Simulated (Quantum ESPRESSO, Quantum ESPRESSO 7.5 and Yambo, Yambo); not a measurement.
# PtSe2 (1T monolayer): G0W0 with Yambo, start to end

Aim: the G0W0 gap of PtSe2 (1T monolayer) on PBE, step by step.

Main program and level: Quantum ESPRESSO 7.5 and Yambo 5.3.0; PBE and many-body steps on it, plane waves.

**What was measured.**

- Gap 1.9 ± 0.05 eV: quasiparticle gap from STS, domains aligned with graphene; scanning tunneling spectroscopy; 8.5 K; monolayer (MBE-grown monolayer on epitaxial bilayer graphene, twist angle near 0 deg) on bilayer graphene on SiC(0001) (“Angular dependence of the interlayer coupling at the interface between two dimensional materials 1T-PtSe2 and graphene”, 2023, arxiv:2311.08165).

- Gap 2 ± 0.1 eV: quasiparticle gap of the first layer from STS; scanning tunnelling spectroscopy; 77 K; monolayer (MBE-grown first layer on HOPG) on HOPG (“Precise Layer-Dependent Electronic Structure of MBE-Grown PtSe2”, 2021, arxiv:2105.03334).

- Gap 1.95 ± 0.05 eV: quasiparticle gap of 1 ML from STS, average over islands; scanning tunnelling spectroscopy; monolayer (MBE-grown monolayer islands on bilayer graphene) on bilayer graphene on SiC(0001) (“Atomic-layer controlled THz Spintronic emission from Epitaxially grown Two dimensional PtSe2/ferromagnet heterostructures”, 2023, arxiv:2305.06895).

Most raw output is cut from this account.

**1. The structure**

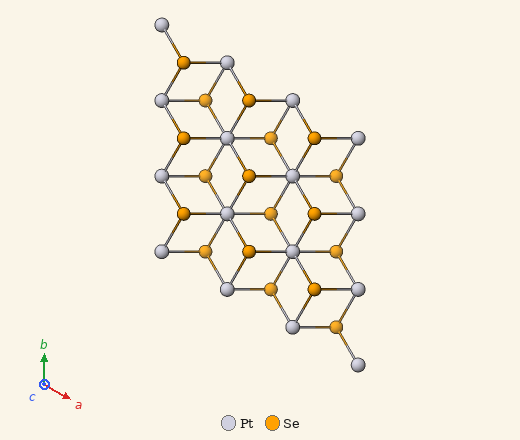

The starting structure, seen from above (platinum light grey, selenium orange). 3×3×1 cells are drawn. Some periodic images of atoms are drawn too.

The cell holds 3 atoms: 1 Pt and 2 Se. Cell: a = 3.853 Å, b = 3.853 Å, c = 15.000 Å, α = 90.0°, β = 90.0°, γ = 120.0°. It derives from  ([{'formula': 'PtSe2', 'spacegroup': 164, 'source': 'prototype of the bulk crystal'}]). Vacuum lies along c.

The start is a generated structure, not a measured one. Spin-orbit coupling is left out unless a step names it.

**2. Relaxation**

This step: Quantum ESPRESSO 7.5; DFT, PBE, plane waves, norm-conserving pseudopotentials.

A relaxation at this level of theory: leftover forces would pass straight into the levels.

Input file pw.in:

```
&control
  calculation = 'vc-relax'
  prefix = 'x'
  outdir = 'o'
  pseudo_dir = 'pseudo'
  forc_conv_thr = 4e-4
  nstep = 60
/
&system
  ibrav = 0
  nat = 3
  ntyp = 2
  ecutwfc = 98.89999999999999
  nbnd = 30
  force_symmorphic = .true.
  occupations = 'smearing'
  smearing = 'fd'
  degauss = 0.002
/
&electrons
  conv_thr = 1e-9
  electron_maxstep = 80
  mixing_beta = 0.5
/
&ions
/
&cell
  press_conv_thr = 0.3
  cell_dofree = '2Dxy'
/
ATOMIC_SPECIES
  Pt 195.08 Pt.upf
  Se 78.971 Se.upf
CELL_PARAMETERS angstrom
  3.8527425800 0.0000000000 0.0000000000
  -1.9263712900 3.3365729485 0.0000000000
  0.0000000000 0.0000000000 15.0000000000
ATOMIC_POSITIONS crystal
  Pt 0.0000000000 0.0000000000 0.5000000000
  Se 0.3333333333 0.6666666667 0.6043677216
  Se 0.6666666667 0.3333333333 0.3956322784
K_POINTS automatic
  6 6 1 0 0 0
```

The run is started by

```sh
$ OMP_NUM_THREADS=1 mpirun -n 8 pw.x -nk 8 -in pw.in > pw.out
```

Wall time 2.9 min (8 MPI ranks of AMD EPYC 7R43, shared host); peak memory 1.6 GiB; 22 min of CPU time.

Relaxation path:

| step | energy less that of the first step (eV) | largest force (eV/Å) | volume (Å³) |
| --- | --- | --- | --- |
| 1 | 0.0000 | 2.4736 | 192.82 |
| 2 | -0.3289 | 2.1140 | 189.56 |
| 3 | -0.6207 | 1.6158 | 186.05 |
| 4 | -0.8804 | 0.6421 | 180.99 |
| 5 | -0.9110 | 0.0574 | 178.42 |
| 6 | -0.9140 | 0.0859 | 179.22 |
| 7 | -0.9154 | 0.1038 | 179.71 |
| 8 | -0.9171 | 0.1015 | 180.25 |
| 9 | -0.9192 | 0.0807 | 181.06 |
| 10 | -0.9211 | 0.0337 | 182.27 |
| 11 | -0.9213 | 0.0045 | 182.80 |
| 12 | -0.9210 | 0.0045 | 182.80 |

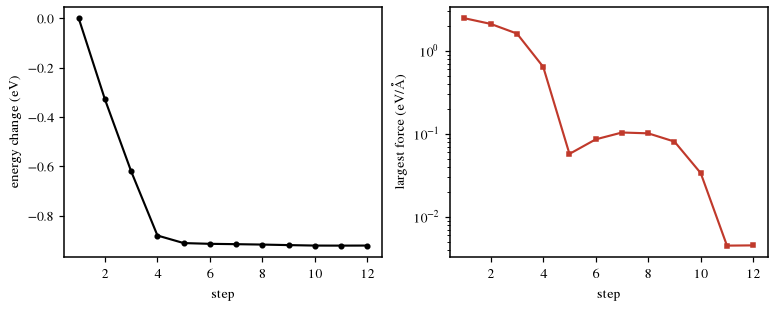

Energy and largest force along the relaxation.

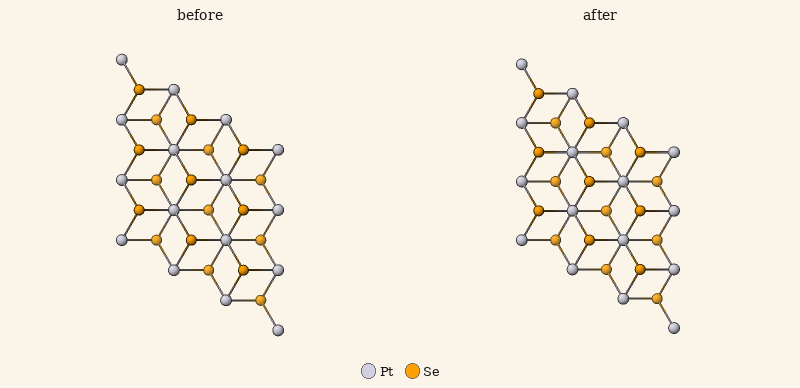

The structure before and after the relaxation, drawn at the same scale.

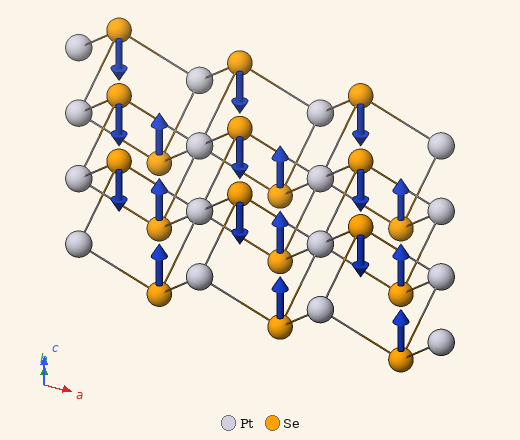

Displacements in the relaxation, exaggerated, measured against the changing cell; the longest in the cell stands for 0.26 Å. 3×3×1 cells are drawn. Some periodic images of atoms are drawn too.

| cell as run | before | after | change |
| --- | --- | --- | --- |
| a (Å) | 3.853 | 3.751 | -2.6 % |
| b (Å) | 3.853 | 3.751 | -2.6 % |

The atoms that moved most (Å, along periodic axes as changes of fractional coordinates times the final cell, across vacuum about the mean position):

| atom | dx | dy | dz | length |
| --- | --- | --- | --- | --- |
| Se2 | 0.000 | 0.000 | -0.261 | 0.261 |
| Se3 | 0.000 | 0.000 | 0.261 | 0.261 |

Final coordinates:

```cif
data_structure
_symmetry_space_group_name_H-M 'P 1'
_symmetry_Int_Tables_number 1
_cell_length_a 3.7512
_cell_length_b 3.7512
_cell_length_c 15.0000
_cell_angle_alpha 90.000
_cell_angle_beta 90.000
_cell_angle_gamma 120.000
_cell_volume 182.80
loop_
_atom_site_label
_atom_site_type_symbol
_atom_site_fract_x
_atom_site_fract_y
_atom_site_fract_z
_atom_site_occupancy
Pt1 Pt 0.00000 0.00000 0.50000 1
Se2 Se 0.33333 0.66667 0.58698 1
Se3 Se 0.66667 0.33333 0.41302 1
```

**3. Ground state**

The ground-state density comes first.

Input file pw.in:

```
&control
  calculation = 'scf'
  prefix = 'x'
  outdir = 'o'
  pseudo_dir = 'pseudo'
  tprnfor = .true.
  tstress = .true.
/
&system
  ibrav = 0
  nat = 3
  ntyp = 2
  ecutwfc = 104.0
  nbnd = 38
  force_symmorphic = .true.
/
&electrons
  conv_thr = 1e-10
  electron_maxstep = 80
  mixing_beta = 0.5
/
ATOMIC_SPECIES
  Pt 195.08 Pt.upf
  Se 78.971 Se.upf
CELL_PARAMETERS angstrom
  3.7512087407 -0.0000000002 0.0000000000
  -1.8756043702 3.2486420644 0.0000000000
  0.0000000000 0.0000000000 15.0000000000
ATOMIC_POSITIONS crystal
  Pt 0.0000000000 0.0000000000 0.5000000000
  Se 0.3333333333 0.6666666667 0.5869754156
  Se 0.6666666667 0.3333333333 0.4130245844
K_POINTS automatic
  9 9 1 0 0 0
```

Wall time 42 s (8 MPI ranks); peak memory 1.7 GiB; 5.3 min of CPU time.

This step gave:

```
total energy               : -21963.9754 eV
gap                        : 1.396 eV
k of the valence top       : 0, 0, 0
k of the conduction bottom : 0, 0.2222, 0
least direct gap           : 1.501 eV
pressure                   : 0.023 GPa
```

The gap is indirect, with the least direct gap 0.10 eV higher.

With these pseudopotential files and this cutoff the stress is not reliable, so the pressure is no result.

**4. Bands along the symmetry lines**

Levels along a band path, at the cheap level, show where the edges lie and whether the meshes to come will hold them.

Input file pw.in:

```
&control
  calculation = 'bands'
  prefix = 'x'
  outdir = 'o'
  pseudo_dir = 'pseudo'
/
&system
  ibrav = 0
  nat = 3
  ntyp = 2
  ecutwfc = 104.0
  nbnd = 39
  force_symmorphic = .true.
/
&electrons
  conv_thr = 1e-9
  electron_maxstep = 80
  diago_full_acc = .true.
  diago_thr_init = 5e-6
/
ATOMIC_SPECIES
  Pt 195.08 Pt.upf
  Se 78.971 Se.upf
CELL_PARAMETERS angstrom
  3.7512087407 -0.0000000002 0.0000000000
  -1.8756043702 3.2486420644 0.0000000000
  0.0000000000 0.0000000000 15.0000000000
ATOMIC_POSITIONS crystal
  Pt 0.0000000000 0.0000000000 0.5000000000
  Se 0.3333333333 0.6666666667 0.5869754156
  Se 0.6666666667 0.3333333333 0.4130245844
K_POINTS crystal
  25
  0.00000000 0.00000000 0.00000000 1
  0.06250000 0.00000000 0.00000000 1
  0.12500000 0.00000000 0.00000000 1
  0.18750000 0.00000000 0.00000000 1
  0.25000000 0.00000000 0.00000000 1
  0.31250000 0.00000000 0.00000000 1
  0.37500000 0.00000000 0.00000000 1
  0.43750000 0.00000000 0.00000000 1
  0.50000000 0.00000000 0.00000000 1
  0.47916667 0.04166667 0.00000000 1
  0.45833333 0.08333333 0.00000000 1
  0.43750000 0.12500000 0.00000000 1
  0.41666666 0.16666666 0.00000000 1
  0.39583333 0.20833333 0.00000000 1
  0.37500000 0.25000000 0.00000000 1
  0.35416666 0.29166666 0.00000000 1
  0.33333333 0.33333333 0.00000000 1
  0.29166666 0.29166666 0.00000000 1
  0.25000000 0.25000000 0.00000000 1
  0.20833333 0.20833333 0.00000000 1
  0.16666666 0.16666666 0.00000000 1
  0.12500000 0.12500000 0.00000000 1
  0.08333333 0.08333333 0.00000000 1
  0.04166667 0.04166667 0.00000000 1
  0.00000000 0.00000000 0.00000000 1
```

Wall time 16 s (8 MPI ranks); peak memory 1.5 GiB; 2.1 min of CPU time.

This step gave:

```yaml
gap: 1.408 eV
k_of_the_valence_top: 0.0417, 0.0417, 0
k_of_the_conduction_bottom: 0.25, 0, 0
least_direct_gap: 1.577 eV
```

The gap is 1.408 eV, +0.012 eV from the run before at this level.

Electronic bands along the path, in eV, zero at the top of the highest filled band:

| point | band 30 | band 31 | band 32 | band 33 | band 34 | band 35 | band 36 | band 37 |
| --- | --- | --- | --- | --- | --- | --- | --- | --- |
| Γ | -1.17 | -0.54 | 0.00 | 0.00 | 2.96 | 2.96 | 4.35 | 5.28 |
| M | -2.22 | -1.89 | -1.80 | -1.33 | 2.39 | 2.72 | 4.73 | 6.23 |
| K | -2.44 | -2.14 | -0.93 | -0.93 | 1.83 | 1.83 | 6.11 | 8.15 |
| Γ | -1.17 | -0.54 | 0.00 | 0.00 | 2.96 | 2.96 | 4.35 | 5.28 |

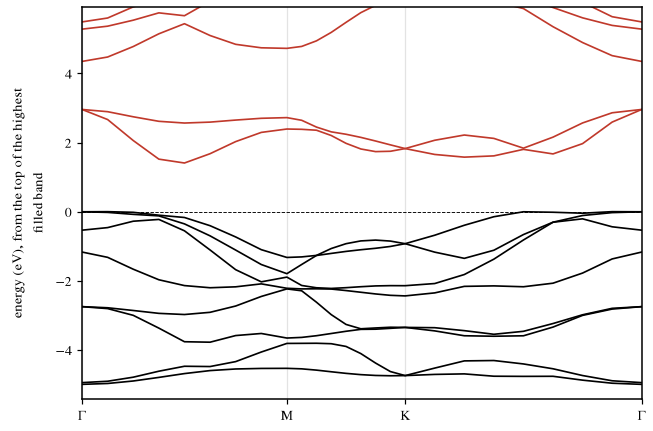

Electronic bands along the path; lines of filled and empty bands in two colours.

**5. Empty states on the mesh, 6×6×1 mesh, 84 bands**

The sums over transitions need many empty states on a uniform mesh; this step solves for them.

Input file pw.in:

```
&control
  calculation = 'nscf'
  prefix = 'x'
  outdir = 'o'
  pseudo_dir = 'pseudo'
/
&system
  ibrav = 0
  nat = 3
  ntyp = 2
  ecutwfc = 104.0
  nbnd = 84
  force_symmorphic = .true.
/
&electrons
  conv_thr = 1e-9
  electron_maxstep = 80
  diago_full_acc = .true.
  diago_thr_init = 5e-6
/
ATOMIC_SPECIES
  Pt 195.08 Pt.upf
  Se 78.971 Se.upf
CELL_PARAMETERS angstrom
  3.7512087407 -0.0000000002 0.0000000000
  -1.8756043702 3.2486420644 0.0000000000
  0.0000000000 0.0000000000 15.0000000000
ATOMIC_POSITIONS crystal
  Pt 0.0000000000 0.0000000000 0.5000000000
  Se 0.3333333333 0.6666666667 0.5869754156
  Se 0.6666666667 0.3333333333 0.4130245844
K_POINTS automatic
  6 6 1 0 0 0
```

The run is started by

```sh
$ OMP_NUM_THREADS=1 mpirun -n 8 pw.x -nk 4 -in pw.in > pw.out
```

Run time: 13 s. Hardware: 8 MPI ranks; peak memory 1.3 GiB.

This step gave:

```
gap                                                           : 1.671 eV
k of the valence top                                          : 0.1667, 0.1667, 0
k of the conduction bottom                                    : 0, 0.1667, 0
least direct gap                                              : 1.743 eV
k points computed                                             : 7
lowest point of the top converged band, above the valence top : 24.32 eV
```

On this mesh the gap is 1.671 eV. The earlier step found 1.396 eV, so this mesh misses an edge.

**6. Conversion and set-up**

This step: Yambo 5.3.0; conversion and set-up on PBE, plane waves, norm-conserving pseudopotentials.

The states are converted to the many-body program's format and the q mesh is built.

The run is started by

```sh
$ (cd o/x.save; p2y > p2y.log; mv SAVE ../..); yambo > setup.log
```

The job ended after 5.3 s (1 MPI rank; peak memory 0.27 GiB).

**7. Screening and self-energy, 6×6×1 mesh, 84 bands, screening to 74.8 eV**

Now the one-shot GW correction: screening in the RPA, then the self-energy of the levels asked for.

This step: G0W0 on PBE, plane waves, norm-conserving pseudopotentials.

Input file gw1.in:

```
HF_and_locXC
gw0
dyson
ppa
em1d
rim_cut
rim_w
RandQpts= 3000000
RandGvec= 100 RL
CUTGeo= "slab z"
RandGvecW= 9 RL
EXXRLvcs= 104 Ry
VXCRLvcs= 416 Ry
Chimod= "HARTREE"
% BndsRnXp
 1 | 84 |
%
NGsBlkXp= 5.5 Ry
% LongDrXp
 1 | 1 | 0 |
%
% GbndRnge
 1 | 84 |
%
DysSolver= "n"
ExtendOut
PPAPntXp= 27.21138 eV
% QPkrange
 5 | 5 | 32 | 35 |
 2 | 2 | 32 | 35 |
 1 | 1 | 32 | 35 |
%
```

The run is started by

```sh
$ OMP_NUM_THREADS=2 mpirun -n 4 yambo -F gw1.in -J gw1 -C gw1 > gw1.log
```

The job ended after 2.9 min (4 MPI ranks; peak memory 5.6 GiB; 19 min of CPU time).

This step gave:

```
G0W0 gap on the points computed              : 2.712 eV
starting gap on the mesh                     : 1.671 eV
k of the valence top                         : 0, 0, 0
k of the conduction bottom                   : 0, 0.1667, 0
least direct G0W0 gap on the computed points : 2.745 eV
Z at the valence top                         : 0.7435
Z at the conduction bottom                   : 0.7434
```

The gap on the mesh goes from 1.67 eV to 2.71 eV, a correction of +1.04 eV. The start differs from the 1.40 eV found before because the two sample other k points.

Limits: finite bands, cutoff and mesh; no spin polarisation; d states lean on the start; no spin-orbit coupling. v1 is the top filled band, c1 the lowest empty one. The levels before and after the correction (eV, zero at the valence-band top of each column):

|  | conduction bottom | valence top |
| --- | --- | --- |
| Kohn-Sham | 1.67 | 0.00 |
| G0W0 | 2.71 | 0.00 |

|  | level | energy (eV) |
| --- | --- | --- |
| Kohn-Sham | Γ v2-v1 | 0.000 |
| Kohn-Sham | Γ c1-c2 | 2.961 |
| Kohn-Sham | (0 0.167 0) v2 | -0.122 |
| Kohn-Sham | (0 0.167 0) v1 | -0.071 |
| Kohn-Sham | (0 0.167 0) c1 | 1.671 |
| Kohn-Sham | (0 0.167 0) c2 | 2.654 |
| G0W0 | Γ v2-v1 | 0.000 |
| G0W0 | Γ c1-c2 | 4.224 |
| G0W0 | (0 0.167 0) v2 | -0.215 |
| G0W0 | (0 0.167 0) v1 | -0.033 |
| G0W0 | (0 0.167 0) c1 | 2.712 |
| G0W0 | (0 0.167 0) c2 | 3.877 |

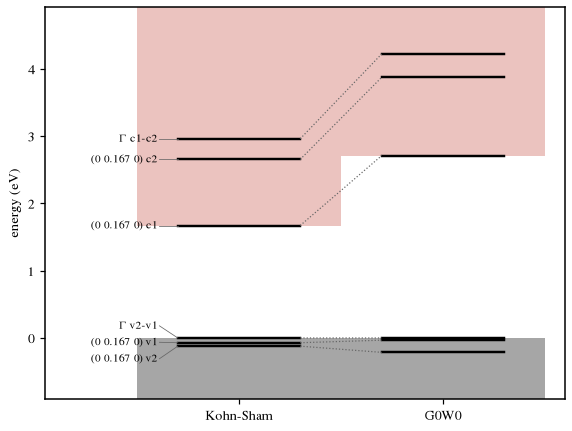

Levels before and after the correction. Shaded: valence and conduction bands.

**8. Where the time went**

Times are wall times on the hardware named with each run, good to a factor of about two.

| step | time | share | memory (GiB) |
| --- | --- | --- | --- |
| relaxation | 2.9 min | 41 % | 1.6 |
| ground state | 42 s | 10 % | 1.7 |
| bands along the symmetry lines | 16 s | 4 % | 1.5 |
| empty states on the mesh | 13 s | 3 % | 1.3 |
| conversion and set-up | 5.3 s | 1 % | 0.27 |
| screening and self-energy | 2.9 min | 41 % | 5.6 |

**9. Summary of results**

- PBE gap: 1.40 eV, indirect
- G0W0 gap on the mesh: 2.71 eV
- G0W0 gap over the zone (rigid shift): 2.44 eV
- GW settings: 6×6×1 mesh, 84 bands, screening to 74.8 eV, Godby-Needs plasmon pole
- known limits: not at the basis limit; no spin polarisation; d states lean on the start; no spin-orbit coupling

G0W0 moves the gap on the mesh from 1.67 eV to 2.71 eV (+1.04 eV), with Z of 0.74 and 0.74 at the edges. The mesh misses the band edges by 0.28 eV in all; a rigid shift gives 2.44 eV for the zone. Only 3 of the mesh's irreducible points were corrected, so a valley elsewhere could overtake. Against experiment, by G0W0@PBE: the gap of 2.44 eV lies +0.54 eV from the measured 1.9 ± 0.05 eV (electronic, 8.5 K, on bilayer graphene on SiC(0001), 2023); the gap of 2.44 eV lies +0.44 eV from the measured 2 ± 0.1 eV (electronic, 77 K, on HOPG, 2021); the gap of 2.44 eV lies +0.49 eV from the measured 1.95 ± 0.05 eV (electronic, on bilayer graphene on SiC(0001), 2023). The computed sheet is free-standing; a substrate or cover screens it further and lowers both gap and binding, while the exciton line moves little. The calculation has static nuclei and no excitons; a measured gap holds zero-point and thermal motion, which mostly lowers it. With atoms this heavy the missing spin-orbit coupling can matter too. Bands and cutoff are finite, so the gap is not at the basis limit. The miss can reach some tenths of an eV and take either sign; the mesh is an error of its own. In the G0W0 run levels were corrected at 3 k points alone, so a gap called «on the mesh» is the least over those, and an edge elsewhere would be missed. A denser mesh or path gives a starting gap of 1.40 eV: the GW mesh misses a band edge, so its gaps are not the fundamental one. The runs have no spin polarisation. For a closed low-spin shell that is the natural state; where a d or f shell is open it is a constraint, and the gap is then not the crystal's own. With d states at the gap, one-shot GW leans hard on its start.

[Paths, hosts, dates, memory and timing lines, banners, echoed tables and standing remarks are left out of the program output.]

[Logs are printed without paths, hosts, clocks, repeated set-up lines and the standing remarks that a program may print on its own settings, such as how far it seeks lower states.]

[Runs of the session that timed out or met a known fault of the program may be left out.]

[Hosts, paths, dates, database ids (printed as entryN), source tags and the programs' standing remarks are cut or masked in the printed files.]
